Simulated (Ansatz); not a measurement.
## A computed series for CdS: pressure series

The parent structure is CdS in the zinc blende structure (space group F-43m, No. 216; a = 5.824 Å).

Cell and atoms are relaxed at each pressure.

Calculations: Ansatz (a quantum-chemistry and plane-wave program) PBEsol, no spin-orbit coupling.

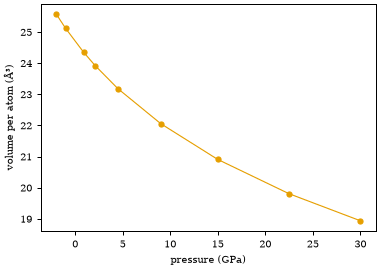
Figure. Volume against pressure

Estimate the zero-pressure bulk modulus from the plot.

About 62 GPa; a third-order Birch–Murnaghan fit to the points gives V₀ = 24.70 Å³/atom, B₀ = 62 GPa and B₀′ = 4.5.

Between the base and pressure 4.5 GPa the gap moves from 1.01 eV to 1.14 eV, a mean slope of 28 meV/GPa.

Load acts through the strain it causes; cell and atoms are relaxed under it. Whether these cells are dynamically stable was not tested. Tetrahedral semiconductors of this kind turn to denser phases somewhere between about 1 and 50 GPa; those were not computed, so compressed cells here can lie past the real transition.
